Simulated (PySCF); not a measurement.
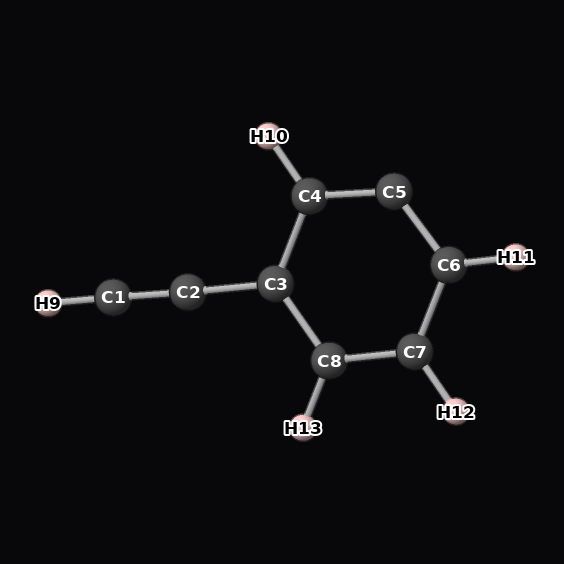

The questions are on Mulliken spin populations. Charge 0, doublet. Computed geometry: GFN2-xTB optimisation. No frequency run is at hand to confirm it as a minimum. Method: UKS B3LYP, pcH-1 on C H, non-relativistic (PySCF 2.14.0).

Give the Mulliken spin populations atom by atom.

| atom | value (e) |
| --- | --- |
| C1 | 0.02 |
| C2 | 0.00 |
| C3 | 0.06 |
| C4 | −0.08 |
| C5 | 1.00 |
| C6 | −0.07 |
| C7 | 0.06 |
| C8 | −0.04 |
| H9 | 0.00 |
| H10 | 0.02 |
| H11 | 0.02 |
| H12 | 0.01 |
| H13 | 0.00 |

Mulliken values depend strongly on the basis set.
